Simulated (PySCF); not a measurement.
```yaml
atoms:
  - { symbol: C, position_ang: [-1.1527, 0.3522, 1.1221] }
  - { symbol: C, position_ang: [-0.7338, 0.3549, -0.2537] }
  - { symbol: C, position_ang: [-1.4852, -0.7240, -1.1504] }
  - { symbol: Si, position_ang: [1.0741, 0.1198, -0.2485] }
  - { symbol: N, position_ang: [1.7455, -1.2243, 0.5292] }
  - { symbol: N, position_ang: [1.7407, 1.5640, 0.3779] }
  - { symbol: H, position_ang: [-2.2118, 0.6906, 1.4055] }
  - { symbol: H, position_ang: [-1.0113, -0.6864, 1.5684] }
  - { symbol: H, position_ang: [-0.4192, 1.0233, 1.6305] }
  - { symbol: H, position_ang: [-0.9840, 1.3101, -0.7661] }
  - { symbol: H, position_ang: [-1.5136, -1.5787, -0.5274] }
  - { symbol: H, position_ang: [-0.9264, -1.1490, -1.9891] }
  - { symbol: H, position_ang: [-2.6065, -0.6582, -1.4534] }
  - { symbol: H, position_ang: [1.5166, -0.3390, -1.7540] }
  - { symbol: H, position_ang: [1.9768, -1.3883, 1.5050] }
  - { symbol: H, position_ang: [1.6788, -2.1986, 0.3560] }
  - { symbol: H, position_ang: [1.5696, 2.3203, -0.3158] }
  - { symbol: H, position_ang: [2.5278, 1.3936, 0.9306] }
```

Geometry: GFN2-xTB, MD frame at 250 fs, 600 K.

Computed with PBE0/pcSseg-1, SCF density, gas phase, non-relativistic (PySCF 2.14.0).

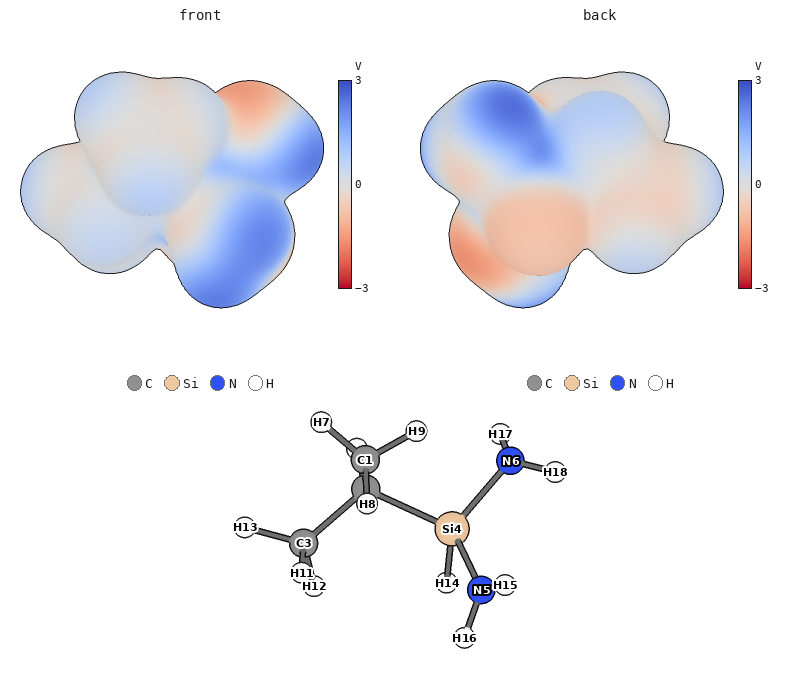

C₃H₁₂N₂Si (SMILES CC(C)[SiH](N)N). The molecular electrostatic potential painted on the density surface at 0.004 e/bohr³, seen from the front and from behind; the colour scale runs from red (negative) to blue (positive). The bare structure is drawn below in the same view.

> Which sites attract a positive test charge, and which a negative one?

A positive charge is drawn to the negative regions and a negative charge to the positive ones. The most negative region (about −1.5 V) lies over N5, the most positive (about +2.4 V) over H17. N5 is the likeliest acceptor of a hydrogen bond.

> What dipole moment does the calculation give?

Its dipole moment is 1.49 D.
